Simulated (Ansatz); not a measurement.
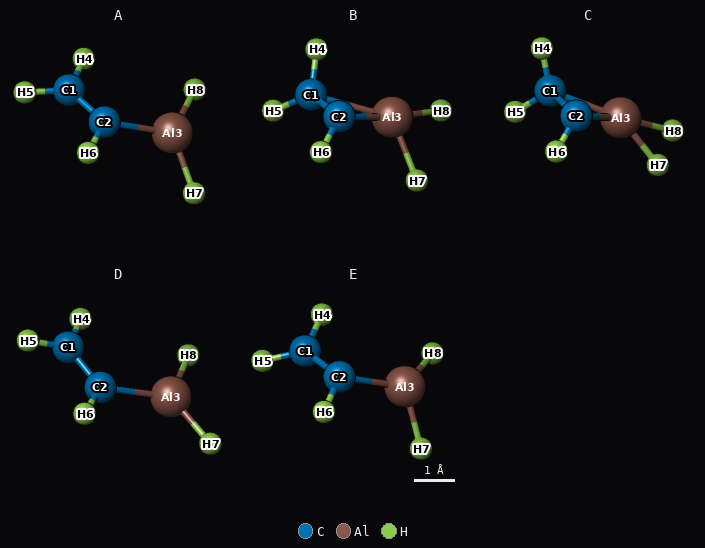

5 geometries from one relaxation of C₂H₅Al, in shuffled order. The picture is a ball-and-stick view, seen from a free direction.

It is one of the separated reactants of a reaction.

All numbers below come from Ansatz, RKS PBE-D4/def2-SVP. Set-up: force threshold 0.03 eV/Å; at most 250 steps.

Q: Order the frames from highest to lowest energy.

A: C, B, E, A, D. They are steps 0, 3, 6, 8, 13, at +4.776 eV, +2.249 eV, +0.576 eV, +0.151 eV relative to the last. The largest move after the best rigid fit is that of H5, 1.31 Å. Largest moves by element: H 1.31 Å, C 0.78 Å, Al 0.72 Å. Among the contacts that change: C1–Al3 1.905 → 2.887 Å, C1–C2 1.585 → 1.355 Å, Al3–H7 1.520 → 1.603 Å, C2–Al3 1.905 → 1.954 Å. Bonds break, among them: C1–Al3 (1.91 → 2.89 Å). Among the angles between lasting bonds that change: H7–Al3–H8 43.4° → 120.8°, C1–C2–Al3 65.4° → 120.4°, C2–Al3–H8 155.4° → 117.1°. The energy falls by 4.776 eV in 13 geometry steps. Largest force component: 2.2 eV/Å at the start, 0.025 eV/Å at the end.
